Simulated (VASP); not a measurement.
Band structure of Zn₂SeS (space group P-4m2). Calculation: r2SCAN meta-GGA, VASP's PBE PAW potentials (set 64) (plane waves; VASP 6.6.1).

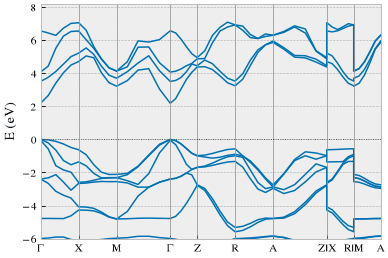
Figure: Bands along high-symmetry lines, zero at the valence-band maximum or, without a gap, the Fermi level

Q: Read the plot: is there a gap, and where are the band edges?

A: The gap is direct, 2.19 eV, from the valence maximum at Γ to the conduction minimum at Γ.

The structure comes from a computed database's Zn2SeS entry (P-4m2); how it stands against other phases isn't given here. It was relaxed first.
